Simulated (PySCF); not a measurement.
**What a change does: single-point calculation on LaH₂S**

System: LaH₂S, charge +3.
Method of run 1: RKS TPSS, La lcecp-1-SVP with ECP46, S def2-SVP, H def2-SVP; non-relativistic Hamiltonian with a scalar-relativistic core potential; density fitting (PySCF 2.14.0).

Text and figures count atoms from 1; the logs count them from 0 in places.

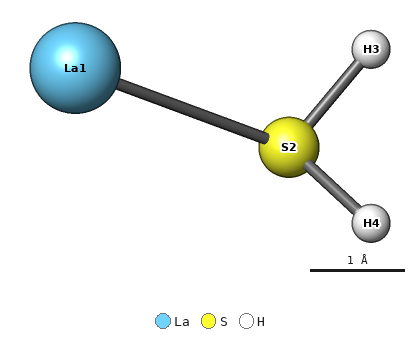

**Figure 1.** The structure as given in the input (ball-and-stick view, seen at a tilt; atoms are numbered from 1 in the order of the input). Sticks mark near contacts.

### The input, run 1
```python
mol = gto.M(atom='''
La     0.00000    -0.00095    -0.55966
S      0.00000    -0.01034     2.37860
H      1.04817     0.73816     2.90394
H     -1.04817     0.73816     2.90394''',
    basis={'La': 'lcecp-1-SVP', 'S': 'def2-SVP', 'H': 'def2-SVP'},
    ecp={'La': 'lcecp-1-SVP'},
    charge=3, spin=0)
mf = dft.RKS(mol, xc='TPSS')
mf.grids.atom_grid = (75, 302)  # f atoms: at least (60, 302), unpruned
mf = mf.density_fit()  # La AutoAux, S def2-universal-JKFIT, H def2-universal-JKFIT
mf.conv_tol = 1e-08; mf.max_cycle = 55
mf.kernel(dm0)
```

The script is an equivalent of the set-up of the self-consistent field. The run itself was carried out by a driver, which started from the orbitals of the step before it where there was one and computed the further properties.

Command:
```bash
OMP_NUM_THREADS=2 python <driver script>
```

Hardware: 2 threads of Arm Neoverse V2, 24 GiB of memory available, shared host.

### Output (run 1)
```
init E= -429.605100415095
  HOMO = -0.826054440553374  LUMO = -0.734148609440943  gap/eV = 2.50089
cycle= 1 E= -429.605303724788  delta_E= -0.000203  |g|= 0.0193  |ddm|= 0.109
  HOMO = -0.819197968869283  LUMO = -0.741327393881495  gap/eV = 2.11897
cycle= 2 E= -429.604131608474  delta_E= 0.00117  |g|= 0.0514  |ddm|= 0.15
  HOMO = -0.82419645255116  LUMO = -0.737578475204522  gap/eV = 2.35700
cycle= 3 E= -429.605547488602  delta_E= -0.00142  |g|= 0.00381  |ddm|= 0.0983
  HOMO = -0.823935431239338  LUMO = -0.73696835877229  gap/eV = 2.36649
cycle= 4 E= -429.605554937495  delta_E= -7.45e-06  |g|= 0.000763  |ddm|= 0.00673
  HOMO = -0.82402284830707  LUMO = -0.736907161551202  gap/eV = 2.37054
cycle= 5 E= -429.6055552026  delta_E= -2.65e-07  |g|= 7.67e-05  |ddm|= 0.00143
  HOMO = -0.824021915523744  LUMO = -0.73691215446074  gap/eV = 2.37038
cycle= 6 E= -429.605555204481  delta_E= -1.88e-09  |g|= 1.43e-05  |ddm|= 0.000118
  HOMO = -0.824025465053101  LUMO = -0.736910304506798  gap/eV = 2.37052
Extra cycle  E= -429.605555204362  delta_E= 1.19e-10  |g|= 2.03e-05  |ddm|= 5.99e-05
converged SCF energy = -429.605555204362
```

For run 2 the input was changed thus:
```diff
-mf = dft.RKS(mol, xc='TPSS')
+mf = dft.RKS(mol, xc='B88,P86')
-mf.conv_tol = 1e-08; mf.max_cycle = 55
+mf.conv_tol = 1e-09; mf.max_cycle = 55
```

Predict how the results change.

The total energies belong to different methods, so their difference says nothing on which is more stable or more accurate. The largest force goes from 0.344 to 0.019 eV/Å. The HOMO goes from −22.42 to −22.50 eV. The LUMO goes from −20.05 to −20.25 eV. The functional changes from TPSS to B88,P86.

### Output (run 2)
```
init E= -429.660978042921
  HOMO = -0.826849726176361  LUMO = -0.744335081031939  gap/eV = 2.24534
cycle= 1 E= -429.66097803972  delta_E= 3.2e-09  |g|= 9.12e-05  |ddm|= 0.000252
  HOMO = -0.826814732266365  LUMO = -0.74435630466046  gap/eV = 2.24381
cycle= 2 E= -429.660978014265  delta_E= 2.55e-08  |g|= 0.000243  |ddm|= 0.000653
  HOMO = -0.826840053246675  LUMO = -0.744341218651417  gap/eV = 2.24491
cycle= 3 E= -429.660978044056  delta_E= -2.98e-08  |g|= 8.54e-06  |ddm|= 0.000466
  HOMO = -0.82683982081984  LUMO = -0.744340594601887  gap/eV = 2.24492
cycle= 4 E= -429.660978044089  delta_E= -3.23e-11  |g|= 7.09e-07  |ddm|= 1.21e-05
  HOMO = -0.826840031746459  LUMO = -0.744340731028142  gap/eV = 2.24492
Extra cycle  E= -429.660978044089  delta_E= 5.68e-14  |g|= 8.49e-07  |ddm|= 1.96e-06
converged SCF energy = -429.660978044089
```

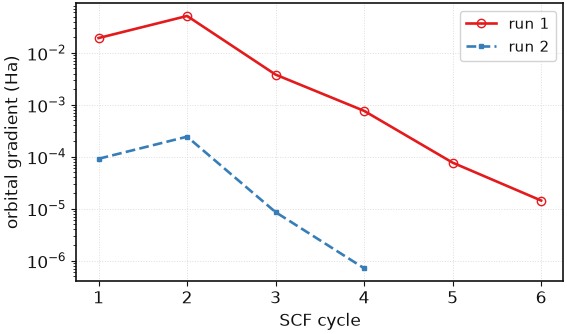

**Figure 2.** Convergence of the two runs: orbital gradient against the SCF cycle. Run 1 takes 6 cycles in all, and run 2 takes 4.

### The two runs side by side

```csv
quantity,run 1,run 2
outcome,converged,converged
total energy (hartree),−429.605555,−429.660978
HOMO (eV),−22.42,−22.50
LUMO (eV),−20.05,−20.25
largest force (eV/Å),0.344,0.019
basis functions,61,61
wall time (shared host),2.2 s,2.9 s
```
